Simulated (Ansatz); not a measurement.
# What Al → Co does to TiAl3

Base system: TiAl₃ (space group I4/mmm, No. 139; a = 3.816 Å, c = 8.551 Å).

Perturbation: every Al is replaced by Co; the structure is relaxed again.

Calculations: Kohn–Sham DFT with the PBEsol functional, run in Ansatz (an electronic-structure program) with PAW and 420 eV plane waves, without spin-orbit coupling. Settings: 18×18×18 k-points, 0.05 eV Fermi–Dirac smearing, for the changed cell.

| quantity | base | changed | shift |
|---|---|---|---|
| density | 3.44 g/cm³ | 8.25 g/cm³ | +4.81 g/cm³ |
| lattice parameter a | 3.816 Å | 3.547 Å | -0.269 Å |
| c/a ratio | 2.241 | 2.027 | -0.2135 |
| space group | I4/mmm (No. 139) | I4/mmm (No. 139) | – |
| shortest interatomic distance | 2.698 Å | 2.508 Å | -0.190 Å |
| band gap | zero | zero | – |
| magnetic state | not spin-polarised | ferromagnetic | – |
| largest site moment | 0.00 μB | 1.18 μB | +1.18 μB |

Final structure:

```xyz
4
Lattice="-1.7736 1.7736 3.5957 1.7736 -1.7736 3.5957 1.7736 1.7736 -3.5957" Properties=species:S:1:pos:R:3 pbc="T T T"
Co     0.0000     0.0000     3.5957
Co     0.0000     1.7736     1.7978
Co     1.7736     0.0000     1.7978
Ti     0.0000     0.0000     0.0000
```

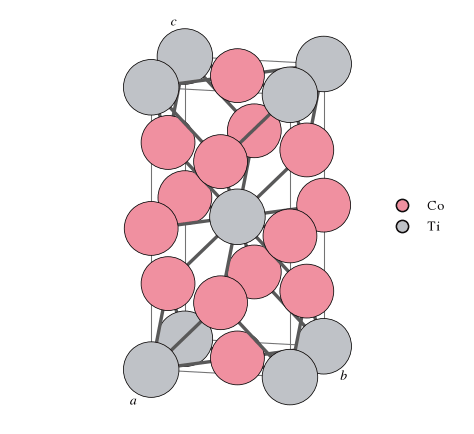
*The relaxed conventional cell after the change*

Cost of the whole job for the changed cell (relaxation, final SCF and bands): very roughly 22 core-minutes.

Other magnetic orders, which the real material may have, were not ruled out. Stability against distortions was not tested. As relaxed here, TiCo3 is a hypothetical phase, not in the database extracts checked. Spin-polarised in the final run: TiCo3; the other runs are not.
